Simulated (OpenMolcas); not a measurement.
# One shape, several levels: AlGeNH4O (SMILES [NH2][GeH]1[O][AlH]1)

Aim: a comparison of 6 runs (HF/3-21G, M06-L/6-31G*, PBE0/6-31G*, r2SCAN/6-31G*, B3LYP/6-31G*, CCSD(T)/6-31G*) of AlGeNH4O. 

The calculation is run with OpenMolcas 26.06.

1 further run of the same task is left out (set aside as unsound or not needed).

### 1 Starting point

The species is AlGeNH4O (8 atoms), meant as a singlet with charge 0. As SMILES, `[NH2][GeH]1[O][AlH]1`. The shape is that of a PBE0-D4/def2-TZVP optimisation. This is one conformer, not always the lowest.

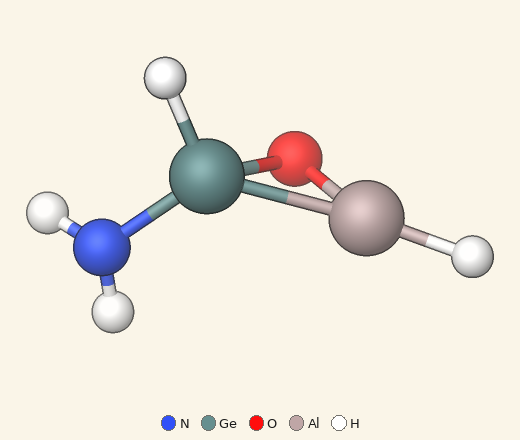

The structure, seen from a chosen angle (nitrogen blue, germanium teal, oxygen red, aluminium light grey, hydrogen white).

### 2 Energy and forces at HF/3-21G (run 1)

Input file mol.input:

```
>>> EXPORT MOLCAS_PRINT=2

&GATEWAY
 BASLIB = $CurrDir
 COORD
 8
 angstrom
 N       -1.000700       1.330400       0.514400
 Ge       0.239100       0.000100       0.626900
 O        1.177500      -0.346000      -0.983500
 Al       0.431500      -1.856900      -0.769100
 H       -0.662600       2.276400       0.611900
 H       -1.682100       1.271200      -0.226100
 H        1.237900       0.511900       1.685400
 H        0.351700      -3.244100      -1.515600
 BASIS = 3-21G
 GROUP = NoSym

&SEWARD

&SCF
 THRESHOLDS = 1e-10 1e-07 1e-07 1e-05
 PRORBITALS = 1 1

&ALASKA
```

The basis set 3-21G is read from a file made from the Basis Set Exchange's data (not shown).

The run is started by

```console
export MOLCAS_MEM=1860
pymolcas mol.input > mol.log
```

What it wrote:

```text
--- Start Module: gateway ---
[...]
--- Stop Module: gateway /rc=_RC_ALL_IS_WELL_ ---
[...]
      Basis functions           61
[...]
--- Start Module: scf ---
[...]
       Convergence after  14 Iterations
[...]
::    Total SCF energy                              -2436.8739010747
[...]
      Total spin, S                                     0.0000000000
[...]
      Total electronic charge=   64.000000
      Total            charge=   -0.000000
[...]
      Dipole Moment (debye):
      Origin of the operator (angstrom)=    0.2474   -0.2681    0.1306
                   X= -1.4942E+00               Y= -1.3382E+00               Z=  1.1952E-01           Total=  2.0094E+00
      Quadrupole Moment (debye*angstrom):
[...]
--- Stop Module: scf /rc=_RC_ALL_IS_WELL_ ---
[...]
--- Start Module: alaska ---
[...]
 *              Molecular gradients               *
 **************************************************
  Irreducible representation: a
 ------------------------------------------------------------------------------------------
                              X                       Y                       Z
 ------------------------------------------------------------------------------------------
  N1               -1.55794482890315E-02    6.64399877476640E-03    1.40095195847918E-02
  GE2              -1.05988523478893E-02   -2.05161581730782E-02    1.39518577257398E-02
  O3                1.39700871326909E-02   -1.10866112306773E-02   -2.56892700453442E-02
  AL4               1.18615337759120E-03    1.92824494880988E-02    8.95084401584434E-03
  H5                4.50959162742248E-03    2.15379472302590E-03   -3.04866610338717E-03
  H6                3.57031488997972E-03   -7.82171790091712E-04   -7.78766160509736E-03
  H7                2.90838429245621E-03    3.72926052987888E-03   -4.75065004814645E-04
  H8                3.37693166709285E-05    5.75437678062229E-04    8.84414322990246E-05
[...]
--- Stop Module: alaska /rc=_RC_ALL_IS_WELL_ ---
[...]
```

Run time: 5.7 s. Hardware: 1 thread of AMD EPYC 7R43 (Zen 3), shared host; peak memory 0.4 GiB.

### 3 Energy and gradient at M06-L/6-31G(d) (spherical functions) (run 2)

Input file geom.xyz:

```xyz
8

N     -1.000700     1.330400     0.514400
Ge     0.239100     0.000100     0.626900
O      1.177500    -0.346000    -0.983500
Al     0.431500    -1.856900    -0.769100
H     -0.662600     2.276400     0.611900
H     -1.682100     1.271200    -0.226100
H      1.237900     0.511900     1.685400
H      0.351700    -3.244100    -1.515600
```

Input file run.inp:

```
* AlGeH4NO Kohn-Sham DFT

&GATEWAY
 BasLib
 $CurrDir
 Coord
 geom.xyz
 Basis
 6-31Gs
 Group
 NoSym

&SEWARD
 GridInput
 Grid=UltraFine
 End of Grid

&SCF
 KSDFT
 M06L
 Thresholds
 1e-10 1e-07 1e-07 1e-05
 PrOrbitals
 0

&ALASKA
```

The basis set 6-31G* is read from a file made from the Basis Set Exchange's data (not shown).

The run is started by

```console
export MOLCAS_MEM=1860
pymolcas run.inp > run.log
```

What it wrote:

```text
--- Start Module: gateway ---
[...]
--- Stop Module: gateway /rc=_RC_ALL_IS_WELL_ ---
[...]
      Basis functions           86
[...]
--- Start Module: scf ---
[...]
       Convergence after  18 Iterations
[...]
::    Total KS-DFT energy                           -2451.4525529463
[...]
      Total spin, S                                     0.0000000000
[...]
      Total electronic charge=   64.000000
      Total            charge=   -0.000000
[...]
      Dipole Moment (debye):
      Origin of the operator (angstrom)=    0.2474   -0.2681    0.1306
                   X= -1.1417E+00               Y= -6.4255E-01               Z= -1.0414E-01           Total=  1.3142E+00
      Quadrupole Moment (debye*angstrom):
[...]
--- Stop Module: scf /rc=_RC_ALL_IS_WELL_ ---
[...]
--- Start Module: alaska ---
[...]
 *              Molecular gradients               *
 **************************************************
  Irreducible representation: a
 ------------------------------------------------------------------------------------------
                              X                       Y                       Z
 ------------------------------------------------------------------------------------------
  N1                4.59132464152390E-03   -1.73285606839180E-03   -4.02710973477882E-03
  GE2               2.59843404881388E-03    4.40754322350578E-03   -5.52052134146663E-03
  O3               -1.07427453720597E-02   -7.34812752953840E-03    1.07633262083056E-02
  AL4               5.70666102498962E-03    8.70095747012911E-03   -3.10672220283514E-03
  H5               -1.15936271422323E-03   -2.96235053526850E-03    5.88921238241613E-04
  H6                1.43381779406404E-03   -2.00529434719543E-04    2.79967410775761E-03
  H7               -2.07088645613407E-03   -1.55142598300051E-03   -2.51881756154226E-03
  H8               -3.57242967214066E-04    6.86788857214182E-04    1.02124928629266E-03
[...]
--- Stop Module: alaska /rc=_RC_ALL_IS_WELL_ ---
[...]
```

Wall time 61 s (1 thread of AMD EPYC 7R43 (Zen 3), shared host); peak memory 0.47 GiB.

Runs 3 to 4 aren't shown in full; the table further down has their settings and results.

### 4 Energy and forces at B3LYP/6-31G(d) (Cartesian functions) (run 5)

Input file calc.input:

```
&gateway
  baslib = $CurrDir
  coord
  8
  angstrom
  N       -1.000700       1.330400       0.514400
  Ge       0.239100       0.000100       0.626900
  O        1.177500      -0.346000      -0.983500
  Al       0.431500      -1.856900      -0.769100
  H       -0.662600       2.276400       0.611900
  H       -1.682100       1.271200      -0.226100
  H        1.237900       0.511900       1.685400
  H        0.351700      -3.244100      -1.515600
  basis = 6-31Gs
  group = NoSym

&seward
  gridinput
  Grid=UltraFine
  End of Grid

&scf
  ksdft = B3LYP
  thresholds = 1e-10 1e-07 1e-07 1e-05
  prorbitals = 1

&alaska
```

The basis set 6-31G* is read from a file made from the Basis Set Exchange's data (not shown).

The run is started by

```console
export MOLCAS_MEM=1860
pymolcas calc.input > calc.log
```

What it wrote:

```text
--- Start Module: gateway ---
[...]
--- Stop Module: gateway /rc=_RC_ALL_IS_WELL_ ---
[...]
      Basis functions           92
[...]
--- Start Module: scf ---
[...]
       Convergence after  18 Iterations
[...]
::    Total KS-DFT energy                           -2451.6034273660
[...]
      Total spin, S                                     0.0000000000
[...]
      Total electronic charge=   64.000000
      Total            charge=   -0.000000
[...]
      Dipole Moment (debye):
      Origin of the operator (angstrom)=    0.2474   -0.2681    0.1306
                   X= -1.1538E+00               Y= -6.9304E-01               Z= -1.1042E-01           Total=  1.3504E+00
      Quadrupole Moment (debye*angstrom):
[...]
--- Stop Module: scf /rc=_RC_ALL_IS_WELL_ ---
[...]
--- Start Module: alaska ---
[...]
 *              Molecular gradients               *
 **************************************************
  Irreducible representation: a
 ------------------------------------------------------------------------------------------
                              X                       Y                       Z
 ------------------------------------------------------------------------------------------
  N1                3.96461215564159E-03   -1.55552098764034E-03   -4.19542629666214E-03
  GE2               2.42964119812789E-03    1.92368737643012E-03   -7.69593257671985E-03
  O3               -9.68249338664151E-03   -6.90248780279035E-03    9.24749570612704E-03
  AL4               4.33456476009897E-03    1.10701824733148E-02    2.91044462352730E-04
  H5               -2.17994580647285E-03   -4.67226954693967E-03   -2.13937867687974E-06
  H6                3.20307948489695E-03    6.92826855177298E-04    3.76361779975998E-03
  H7               -1.93559407305965E-03   -1.43486899953205E-03   -2.15967893509195E-03
  H8               -1.33864332519884E-04    8.78450631978112E-04    7.51019218951932E-04
[...]
--- Stop Module: alaska /rc=_RC_ALL_IS_WELL_ ---
[...]
```

Run time: 59 s. Hardware: 1 thread of AMD EPYC 7R43 (Zen 3), shared host; peak memory 0.51 GiB.

### 5 The energy at CCSD(T)/6-31G(d) (spherical functions) (run 6)

Input file mol.inp:

```
>>> EXPORT MOLCAS_PRINT=2
&GATEWAY
BasLib
$CurrDir
Coord
8
angstrom
N       -1.000700       1.330400       0.514400
Ge       0.239100       0.000100       0.626900
O        1.177500      -0.346000      -0.983500
Al       0.431500      -1.856900      -0.769100
H       -0.662600       2.276400       0.611900
H       -1.682100       1.271200      -0.226100
H        1.237900       0.511900       1.685400
H        0.351700      -3.244100      -1.515600
Basis
6-31Gs
Group
NoSym
&SEWARD
&SCF
Thresholds
1e-10 1e-07 1e-07 1e-05
PrOrbitals
1 2
&RASSCF
FileOrb
$Project.ScfOrb
Spin
1
Nactel
0 0 0
Inactive
32
Ras2
0
OutOrbitals
Canonical
OrbListing
NoCore
&MOTRA
JobIph
Frozen
16
&CCSDT
CCT
Triples
2
Iterations
80
Accuracy
1e-08
Extrapolation
5 4
```

The basis set 6-31G* is read from a file made from the Basis Set Exchange's data (not shown).

The run is started by

```console
export MOLCAS_MEM=1860
pymolcas mol.inp > mol.log
```

What it wrote:

```text
--- Start Module: gateway ---
[...]
--- Stop Module: gateway /rc=_RC_ALL_IS_WELL_ ---
[...]
      Basis functions           86
[...]
       Convergence after  15 Iterations
[...]
::    Total SCF energy                              -2448.6273239381
[...]
      Total spin, S                                     0.0000000000
[...]
      Number of active orbitals                  0
[...]
      Spin quantum number                      0.0
[...]
      Active orbitals                            0
[...]
      Number of CSFs                             1
[...]
      Number of root(s) required                 1
[...]
      Convergence after  4 iterations
[...]
      Natural orbitals and occupation numbers for root  1
      ************************************************************************************************************************
      *                                                    Final results                                                     *
      ************************************************************************************************************************
[...]
::    RASSCF root number  1 Total energy:  -2448.62732394
[...]
      Total electronic charge=   64.000000
      Total            charge=   -0.000000
[...]
      Dipole Moment (debye):
      Origin of the operator (angstrom)=    0.2474   -0.2681    0.1306
                   X= -1.2933E+00               Y= -1.2866E+00               Z=  7.1085E-02           Total=  1.8256E+00
      Quadrupole Moment (debye*angstrom):
[...]
--- Start Module: motra ---
[...]
      *** WARNING: Default frozen orbitals is overwritten by user input.
      *** Default values:  18
[...]
--- Stop Module: motra /rc=_RC_ALL_IS_WELL_ ---
[...]
--- Start Module: ccsdt ---
[...]
      Convergence after                    17  Iterations
      Total energy (diff) :   -2449.29017321       0.00000000
[...]
 METHOD                       : CCSD+T(CCSD)+<T3(1)WT1> = CCSD(T)
[...]
       CCSD     =     -2449.2901732145683
[...]
--- Stop Module: ccsdt /rc=_RC_ALL_IS_WELL_ ---
[...]
```

It took 70 s on 1 thread of AMD EPYC 7R43 (Zen 3), shared host; peak memory 0.47 GiB.

### 6 Overview of the runs

```csv
run,level,integration grid,Cartesian functions,energy (Eh),dipole moment (D) of the reference,HOMO energy (eV),LUMO energy (eV),wall time
1,HF/3-21G,–,no,-2436.873901,2.01,-8.59,1.49,5.7 s
2,M06-L/6-31G* (spherical functions),UltraFine,no,-2451.452553,1.31,-5.16,-1.46,61 s
3,PBE0/6-31G* (spherical functions),UltraFine,no,-2451.007391,1.32,-6.17,-1.20,50 s
4,r2SCAN/6-31G* (spherical functions),UltraFine,no,-2451.420119,1.25,-5.29,-1.68,59 s
5,B3LYP/6-31G* (Cartesian functions),UltraFine,yes,-2451.603427,1.35,-5.97,-1.37,59 s
6,CCSD(T)/6-31G* (spherical functions),–,no,-2449.308214,1.83,-8.65,1.40,70 s
```

### 7 What came out

| quantity | value |
| --- | --- |
| run 6: total energy | -2449.30821 Eh |
| run 6: dipole moment (mean-field density) | 1.83 D |
| run 6: HOMO energy (Hartree–Fock orbitals) | -8.65 eV |
| run 6: LUMO energy (Hartree–Fock orbitals) | 1.40 eV |
| run 6: HOMO–LUMO gap (Hartree–Fock orbitals) | 10.06 eV |
| run 6: correlation energy (16 core orbitals frozen) | -680.9 mEh |
| run 6: (T) correction | -18.04 mEh |

What this shows: Over runs 1, 2, 3, 4, 5 the dipole moment (its size) runs from 1.25 D (r2SCAN/6-31G*) to 2.01 D (HF/3-21G). The two ends differ in method and basis. Over runs 1, 2, 3, 4, 5 the HOMO–LUMO gap runs from 3.61 eV (r2SCAN/6-31G*) to 10.08 eV (HF/3-21G). Totals of different functionals can't be ranked against each other. All runs together took 5.1 min, the longest 70 s.
